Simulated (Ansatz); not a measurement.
The reference is CdSe in the zinc blende structure (space group F-43m, No. 216; a = 6.196 Å).

Now apply this change: hydrostatic tension (pressure −1 GPa).

Method: PBE, PAW, 420 eV (Ansatz, a quantum-chemistry and plane-wave program; spin-orbit coupling left out).

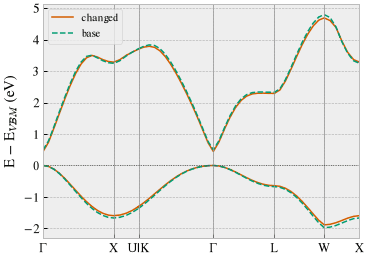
Figure: Highest valence and lowest conduction band along the path, each from its own valence-band maximum

### Question
Read the changed gap and its character from the plot.

### Answer
About 0.4 eV, direct at Γ.

Load acts through the strain it causes; cell and atoms are relaxed under it. No phonon test of stability was made.
